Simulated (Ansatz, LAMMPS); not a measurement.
## Structural relaxation of amorphous poly(phenylene vinylene) with methanol (capped chains of 2 units), from a frame at 400 K (168 atoms)

Aim: bring amorphous poly(phenylene vinylene) with methanol (capped chains of 2 units), from a frame at 400 K (168 atoms) to a nearby minimum of the energy and see what moves.

Method: Kohn-Sham DFT, PBEsol, PAW (set soft_2), plane waves, in Ansatz 0.2.0.

**1. Starting point**

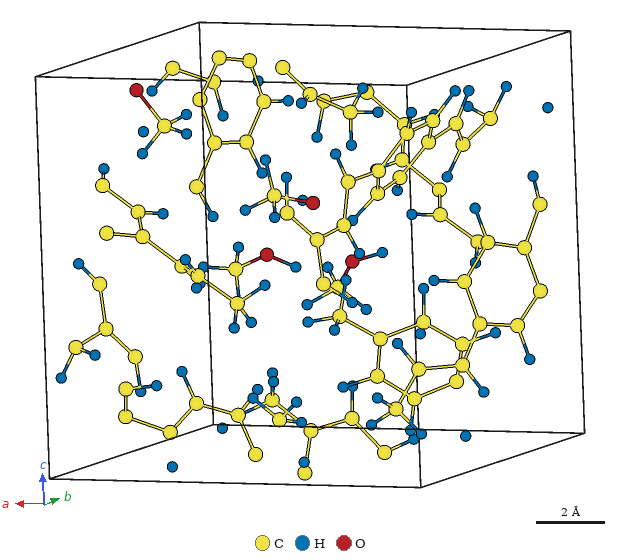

The cell as given, from a free direction (carbon yellow, hydrogen blue, oxygen red). Bonds to atoms that aren't drawn are left out. Some periodic images of atoms are drawn too.

The cell holds 168 atoms: 76 C, 88 H and 4 O. Its edges and angles: a = 12.095 Å, b = 12.095 Å, c = 12.095 Å, α = 90.0°, β = 90.0°, γ = 90.0°. 4 poly(phenylene vinylene) chains of 2 units with methyl end groups, 4 methanol placed at random, at 1 g/cm³; overlaps pushed apart, then 20 ps at 800 K with MMFF94 bonds, angles, torsions, charges and radii (Halgren, J. Comput. Chem. 17, 490 (1996)) in harmonic and 12-6 forms. Snapshot after 30 ps at 400 K and fixed volume.

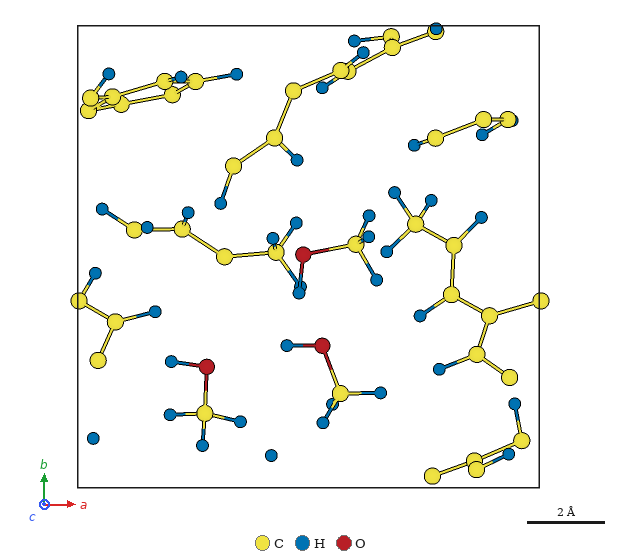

A slice 6 Å thick through the middle of the cell. Bonds to atoms that aren't drawn are left out.

Before any run, some limits are plain. The network of contacts between molecules at the start is that of the classical potential that made the cell. The functional has no dispersion term, which matters for the binding between molecules or layers. The density was typed from a rule of thumb and may lie off the real one at this temperature. The Brillouin zone is sampled at Γ only, in a cell whose shortest periodic width is 12 Å.

**2. Single point at the start**

The forces at the start show how far the geometry lies from a minimum of this functional.

The input, input.yaml:

```yaml
crystal:
  lattice:
    - [12.095, 0.0, 0.0]
    - [0.0, 12.095, 0.0]
    - [0.0, 0.0, 12.095]
  atoms:
    - { symbol: C, position: [0.96182, 0.10164, 0.31395] }
    - { symbol: C, position: [0.85928, 0.05757, 0.36811] }
    - { symbol: C, position: [0.76832, 0.02482, 0.30546] }
    - { symbol: C, position: [0.6792, 0.97616, 0.35988] }
    [... 158 atom lines left out ...]
    - { symbol: C, position: [0.27562, 0.1607, 0.47057] }
    - { symbol: O, position: [0.27991, 0.2615, 0.5206] }
    - { symbol: H, position: [0.20041, 0.15764, 0.41746] }
    - { symbol: H, position: [0.35266, 0.1426, 0.42794] }
    - { symbol: H, position: [0.2705, 0.09106, 0.52972] }
    - { symbol: H, position: [0.20292, 0.2728, 0.54301] }
kpoints:
  mp_grid: { grid: [1, 1, 1] }
hamiltonian:
  xc: pbesol
scf:
  occupations: { method: gaussian, width: 0.05 }
output:
  forces: true
  stress: true
  populations: true
  dos:
    method: { smearing: { sigma: 0.08 } }
    de: 0.1
    projected: { site_lists: { C: [C], H: [H], O: [O] } }
  eigenvalues: true
```

Launch:

```console
> ansatz run input.yaml --threads 4 --pin off --max-ram 8192MiB --backend cpu --events-out ev --progress --plain --runs-dir out
```

Run time: 28 s. Hardware: 4 threads of Arm Neoverse V2, shared host; peak memory 2.1 GiB.

The run gave:

| Property | Result |
| --- | --- |
| free energy | -22360.6941 eV |
| free energy per atom | -133.0994 eV/atom |
| SCF cycles | 10 |
| pressure | 3.176 GPa |
| r.m.s. force component | 1.104 eV/Å |
| longest force | 6.348 eV/Å |
| Fermi energy | 1.392 eV |
| gap (highest filled to lowest empty level) | 2.138 eV |
| spilling of the projection | 0.01188 |

The r.m.s. force component of 1.1 eV/Å and the pressure of 3.2 GPa set the starting point.

Neighbours are counted within 1.34 Å (H-C), 1.21 Å (H-O), 1.85 Å (C-C), 1.73 Å (C-O).

Length of the force by element and coordination:

| element | coordination | atoms | mean length of the force (eV/Å) | spread | least | most |
| --- | --- | --- | --- | --- | --- | --- |
| C | all | 76 | 2.22 | 1.10 | 0.462 | 6.35 |
| C | 3 | 64 | 2.24 | 1.16 | 0.462 | 6.35 |
| C | 4 | 12 | 2.11 | 0.721 | 0.927 | 3.68 |
| H | all | 88 | 1.04 | 0.652 | 0.111 | 3.19 |
| O | all | 4 | 1.83 | 0.338 | 1.36 | 2.29 |

**3. Relaxation**

The atoms are relaxed in the fixed cell, aiming at the force tolerance of the input.

input.yaml, the sections that differ from step 2:

```yaml
output:
  forces: true
relax:
  f_tol: 0.05
  max_steps: 200
# crystal, kpoints, hamiltonian, scf: as in step 2
```

Elapsed: 8.2 min, on 4 threads; peak memory 2.1 GiB; 31 min of CPU time.

The steps of the relaxation (22 of 43):

| step | energy less that of the first step (eV) | largest force component (eV/Å) |
| --- | --- | --- |
| 1 | 0.0000 | 5.5671 |
| 3 | -8.2431 | 0.9183 |
| 5 | -8.9416 | 0.8681 |
| 7 | -9.2824 | 0.4026 |
| 9 | -9.4830 | 0.2983 |
| 11 | -9.5740 | 0.3449 |
| 13 | -9.6482 | 0.3882 |
| 15 | -9.7043 | 0.3920 |
| 17 | -9.7376 | 0.1476 |
| 19 | -9.7663 | 0.2879 |
| 21 | -9.7959 | 0.1377 |
| 23 | -9.8139 | 0.1779 |
| 25 | -9.8335 | 0.0697 |
| 27 | -9.8438 | 0.1370 |
| 29 | -9.8533 | 0.1004 |
| 31 | -9.8572 | 0.1153 |
| 33 | -9.8607 | 0.0344 |
| 35 | -9.8620 | 0.0340 |
| 37 | -9.8640 | 0.0650 |
| 39 | -9.8668 | 0.0768 |
| 41 | -9.8704 | 0.1015 |
| 43 | -9.8747 | 0.0398 |

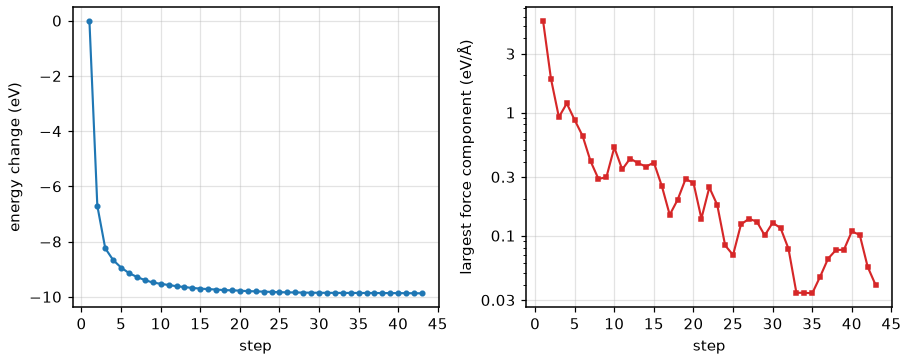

Energy and largest force along the relaxation.

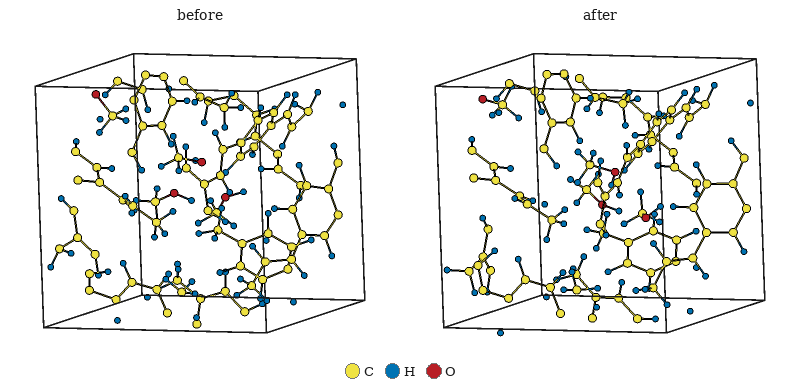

The structure before and after the relaxation, drawn at the same scale. Bonds to atoms that aren't drawn are left out.

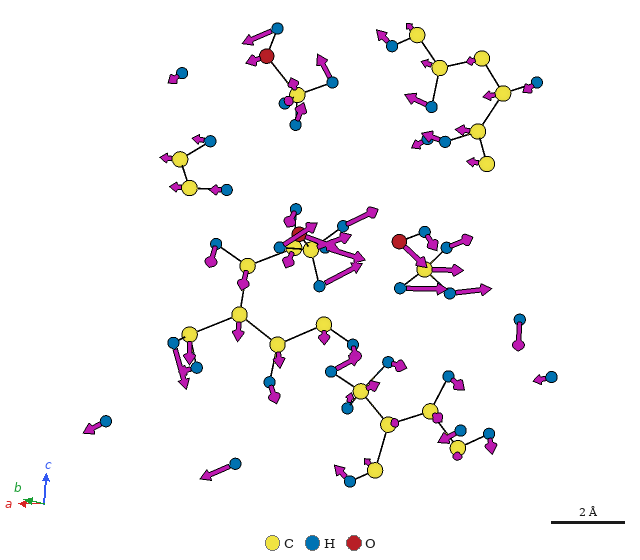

Displacements in the relaxation, scaled; the longest in the cell stands for 2.24 Å. Drawn is a slice 4 Å thick, seen at a slant to the ac plane. Bonds to atoms that aren't drawn are left out.

The atoms that moved most (Å):

| atom | dx | dy | dz | length |
| --- | --- | --- | --- | --- |
| H159 | -2.079 | 0.433 | 0.713 | 2.241 |
| H21 | -1.012 | 1.276 | -1.504 | 2.217 |
| H161 | -1.884 | 0.048 | 1.084 | 2.174 |
| H160 | -1.474 | -0.879 | 1.111 | 2.044 |
| H20 | -0.422 | -0.670 | -1.877 | 2.037 |
| H166 | -1.807 | -0.918 | 0.124 | 2.031 |
| C157 | -1.799 | -0.194 | 0.669 | 1.929 |
| H162 | -1.721 | -0.561 | -0.412 | 1.857 |

The relaxation changed the energy by -58.8 meV/atom, and atoms moved by 0.94 Å r.m.s., 2.2 Å at most.

**4. Structure statistics after relaxation**

Bonds before and after, by the cutoffs listed below:

| pair | bonds before | bonds after | mean before (Å) | mean after (Å) | spread before (Å) | spread after (Å) |
| --- | --- | --- | --- | --- | --- | --- |
| H-C | 84 | 84 | 1.093 | 1.100 | 0.033 | 0.004 |
| H-O | 4 | 4 | 1.002 | 0.993 | 0.021 | 0.012 |
| C-C | 76 | 76 | 1.404 | 1.411 | 0.055 | 0.038 |
| C-O | 4 | 4 | 1.395 | 1.417 | 0.033 | 0.007 |

Density 1 g/cm³, 10.53 Å³ an atom.

g(r), total and by pair (bins of 0.2 Å):

| r (Å) | total | H-H | H-C | H-O | C-C | C-O | O-O |
| --- | --- | --- | --- | --- | --- | --- | --- |
| 0.90 | 0.10 | 0.00 | 0.00 | 4.21 | 0.00 | 0.00 | 0.00 |
| 1.10 | 3.59 | 0.00 | 7.39 | 3.81 | 0.00 | 0.00 | 0.00 |
| 1.30 | 0.75 | 0.00 | 0.00 | 0.00 | 3.66 | 0.00 | 0.00 |
| 1.50 | 1.25 | 0.00 | 0.00 | 0.00 | 5.65 | 4.56 | 0.00 |
| 1.70 | 0.59 | 2.02 | 0.00 | 1.47 | 0.00 | 0.00 | 0.00 |
| 1.90 | 0.07 | 0.05 | 0.11 | 0.00 | 0.00 | 0.00 | 0.00 |
| 2.10 | 1.52 | 0.40 | 2.68 | 5.58 | 0.00 | 0.00 | 0.00 |
| 2.30 | 0.37 | 1.04 | 0.09 | 0.00 | 0.22 | 0.00 | 0.00 |
| 2.50 | 1.34 | 1.77 | 0.13 | 1.63 | 3.66 | 0.00 | 0.00 |
| 2.70 | 1.09 | 1.05 | 1.41 | 0.57 | 0.51 | 0.00 | 25.05 |
| 2.90 | 0.53 | 0.72 | 0.57 | 0.48 | 0.27 | 0.00 | 0.00 |
| 3.10 | 0.69 | 0.87 | 0.77 | 0.81 | 0.29 | 0.47 | 0.00 |
| 3.30 | 0.83 | 0.79 | 1.15 | 1.49 | 0.04 | 1.27 | 0.00 |
| 3.50 | 1.06 | 1.16 | 1.28 | 1.29 | 0.27 | 2.46 | 0.00 |
| 3.70 | 0.98 | 0.93 | 0.82 | 1.48 | 1.36 | 0.68 | 0.00 |
| 3.90 | 1.08 | 1.12 | 1.06 | 0.94 | 1.08 | 1.06 | 0.00 |
| 4.10 | 1.01 | 0.76 | 1.31 | 0.70 | 0.66 | 1.39 | 0.00 |
| 4.30 | 1.12 | 1.20 | 1.00 | 0.75 | 1.31 | 1.38 | 4.60 |
| 4.50 | 1.06 | 1.06 | 1.03 | 1.19 | 1.11 | 1.13 | 0.00 |
| 4.70 | 1.04 | 1.19 | 1.05 | 0.72 | 0.89 | 0.84 | 0.00 |
| 4.90 | 1.06 | 1.05 | 1.12 | 0.67 | 1.04 | 0.68 | 0.00 |
| 5.10 | 1.05 | 0.89 | 1.12 | 0.94 | 1.11 | 1.07 | 0.00 |
| 5.30 | 0.95 | 0.92 | 0.91 | 1.06 | 1.07 | 0.91 | 0.00 |
| 5.50 | 1.00 | 1.06 | 0.95 | 1.19 | 1.00 | 0.92 | 0.00 |
| 5.70 | 0.97 | 0.89 | 0.94 | 1.23 | 1.05 | 1.50 | 0.00 |
| 5.90 | 0.95 | 0.90 | 0.93 | 0.74 | 1.09 | 1.06 | 0.00 |

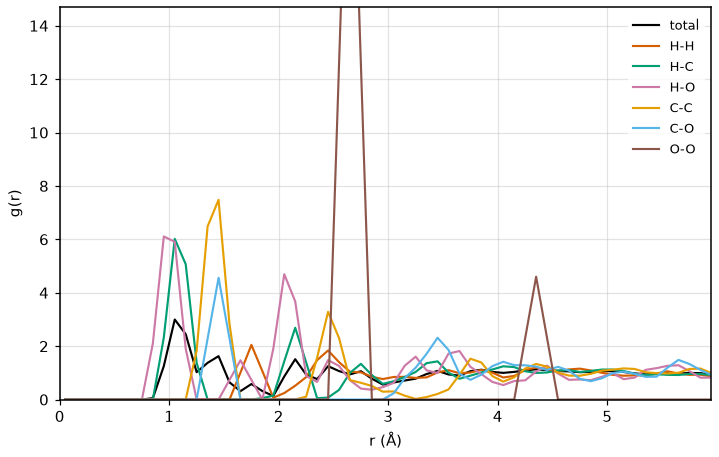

Pair distribution functions, lightly smoothed, with peaks cut at 14.

Bonds by pair of elements; cutoffs follow the first minimum of g(r), held within bounds set by covalent radii, and pairs that aren't listed don't count as bonded:

| pair A-B | cutoff (Å) | bonds | mean length (Å) | spread (Å) | shortest (Å) | B about A | A about B |
| --- | --- | --- | --- | --- | --- | --- | --- |
| H-C | 1.34 | 84 | 1.1 | 0.004 | 1.09 | 0.955 | 1.10 |
| H-O | 1.21 | 4 | 0.993 | 0.012 | 0.981 | 0.045 | 1 |
| C-C | 1.85 | 76 | 1.41 | 0.038 | 1.34 | 2 | 2 |
| C-O | 1.73 | 4 | 1.42 | 0.007 | 1.41 | 0.053 | 1 |

How many atoms have how many bonded neighbours:

| element | mean | 1 | 2 | 3 | 4 |
| --- | --- | --- | --- | --- | --- |
| C | 3.16 | 0 | 0 | 64 | 12 |
| H | 1 | 88 | 0 | 0 | 0 |
| O | 2 | 0 | 4 | 0 | 0 |

Bond angles, per cent of each kind in bins of 5°:

| angle (°) | C-C-H | C-C-C | H-C-H | H-C-O |
| --- | --- | --- | --- | --- |
| 105–110 | 0.8 | 0.0 | 100.0 | 33.3 |
| 110–115 | 21.7 | 0.0 | 0.0 | 66.7 |
| 115–120 | 72.5 | 27.1 | 0.0 | 0.0 |
| 120–125 | 5.0 | 60.4 | 0.0 | 0.0 |
| 125–130 | 0.0 | 12.5 | 0.0 | 0.0 |

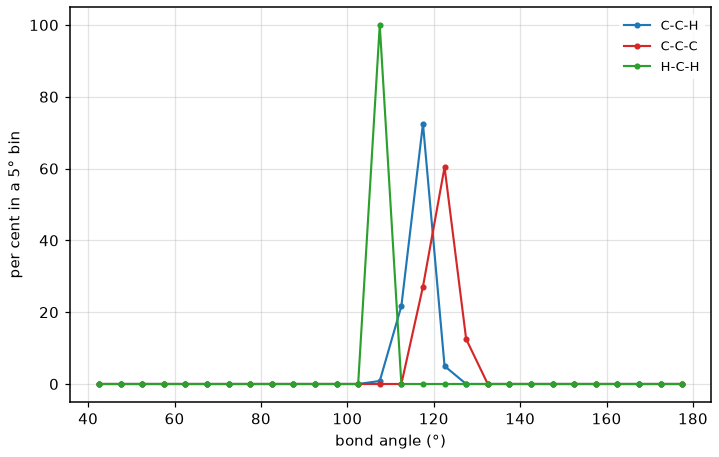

Distributions of the most common bond angles.

Bond angles (no mean is given where the spread exceeds 20°):

| angle | count | mean (°) | spread (°) |
| --- | --- | --- | --- |
| C-C-H | 120 | 117 | 3.2 |
| C-C-C | 96 | 121 | 2.6 |
| H-C-H | 36 | 108 | 0.9 |
| H-C-O | 12 | 111 | 2 |
| C-O-H | 4 | 108 | 0.7 |

Bond length by coordination (bonds to H left out):

| element | coordination | atoms | mean bond length (Å) |
| --- | --- | --- | --- |
| C | 3 | 64 | 1.41 |
| C | 4 | 12 | 1.46 |

Rings of the network by King's shortest-path rule, up to 12 atoms, one path for each pair of neighbours; H, halogens, alkali and alkaline-earth atoms are left out, and the last column divides by all other atoms, bonded or not:

| ring size (atoms) | rings | per network atom |
| --- | --- | --- |
| 6 | 8 | 0.1 |

With the cutoffs above, 84 % of C atoms have 3, all H atoms have 1 and all O atoms have 2 bonded neighbours. The C-C-H angle averages 117° with a spread of 3°. All rings counted have 6 atoms.

(Continued in part 2 of 2.)

[Logs are printed without paths, hosts, clocks, repeated set-up lines and the standing remarks that a program may print on its own settings, such as how far it seeks lower states.]

[Hosts, paths, dates, database ids (printed as entryN), source tags and the programs' standing remarks are cut or masked in the printed files.]

[The MMFF94 radii named for the starting cell were scaled by 0.96; in molecules described by MMFF94, hydrogen bound to N, O or S took a small fixed 12-6 site in their place.]
